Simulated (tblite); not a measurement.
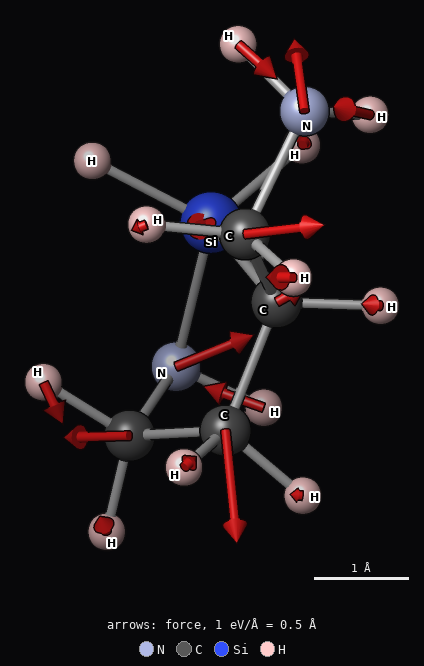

Starting geometry of C4H12N2Si with the computed forces as red arrows. A ball-and-stick model, seen from a free direction.

Method: tblite 0.8.0, GFN2-xTB geometry optimisation, gas phase. 

What follows when this structure is relaxed?

Answer. It isn't relaxed: the largest force vector, on a C atom, is 2.78 eV/Å. The final displacements have little in common with the starting forces (cosine between the two patterns 0.26). An H atom moves most after the best rigid fit: 2.02 Å. Largest moves by element: H 2.02 Å, N 0.48 Å, Si 0.40 Å, C 0.34 Å. Some distances before and after: N–Si 1.795 → 1.712 Å, C–C 1.479 → 1.532 Å, H–N 1.057 → 1.005 Å, C–Si 1.873 → 1.909 Å. Among the angles between lasting bonds that change: Si–N–H 105.5° → 125.8°, C–N–Si 97.2° → 114.8°, C–N–H 104.9° → 115.1°. Groups turn about C–N by about 35°. Over 122 geometry steps the energy falls by 0.990 eV. The run took 0.88 s on 1 thread of Arm Neoverse V1, on a shared host.
